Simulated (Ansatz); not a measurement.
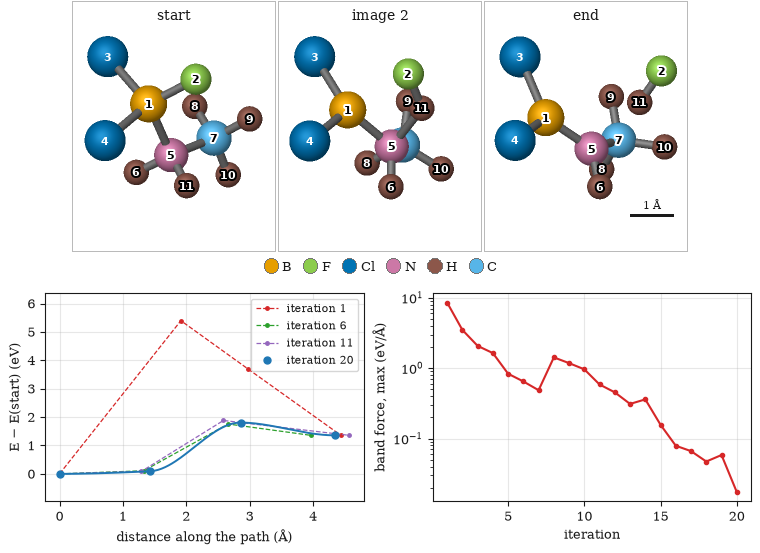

NEB run on CH5BCl2FN. Images are numbered from 0 (start) to 3 (end). The plot follows the band through its iterations. The picture is a ball-and-stick view, seen from a free direction.

Theory: RKS r2SCAN-D4/def2-SVP (Ansatz). Set-up: 2 movable images; climbing image; force threshold 0.03 eV/Å; iteration limit 60; starting path through a guess of the saddle point.

Question: How did the profile develop, and is the result final?

Answer: The run is converged, with reservations. The band converged in 20 iterations. The largest component of the band force went from 8.5 to 0.017 eV/Å. The climbing image converged on the top of the path. Its curvatures weren't checked. So few images resolve the path coarsely. The first iteration put the highest image at 5.40 eV. Forward barrier 1.81 eV, backward barrier 0.45 eV, with image 2 at the top; the reaction energy is +1.36 eV.
